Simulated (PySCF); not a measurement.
# C2F3N: the cost of one run

The runs use PySCF 2.14.0, with density-fitted response routines of our own; the level of theory stands in each step. All values are computed, except where a source is named. Atoms are numbered from 0 throughout.

## 1. The molecule as given

6 atoms, charge 0, multiplicity 1; geometry from: MMFF94s. The atoms were then displaced at random by about 0.03 Å, so the start is not that level's minimum.

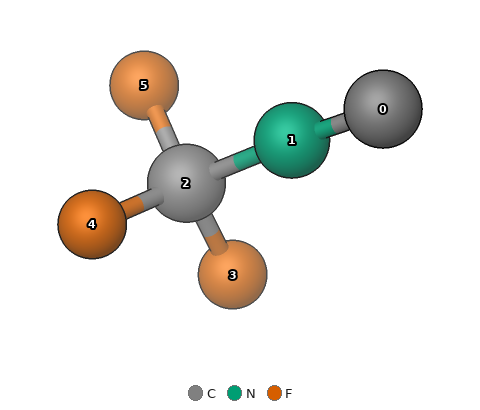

As it starts; carbon grey, nitrogen teal, fluorine orange, atoms numbered.

## 2. Geometry optimisation at PBE0-D3(BJ)/def2-SVP

The job: settings as JSON, then the geometry in Å.

```
{"job": {"xc": "PBE0", "basis": "def2-SVP", "d3": "d3bj", "grid": 1, "shake": 0.03, "kind": "geom"}, "charge": 0, "multiplicity": 1}
C      2.240390    -0.057300     0.043820
N      0.988010    -0.004640     0.007960
C     -0.484970    -0.010730    -0.032050
F     -0.800290    -0.999000    -0.796730
F     -0.944820    -0.198970     1.205590
F     -0.935200     1.174620    -0.497860
```

Started as:

```console
OMP_NUM_THREADS=1 python probes_run.py task.json out
```

The driver reads the jobs from task.json and runs them one after another.

**Question.** How long does this first job take on 1 thread of Arm Neoverse V1, shared host, and how much memory does it need?

About 29 s, with a peak of 0.35 GiB.
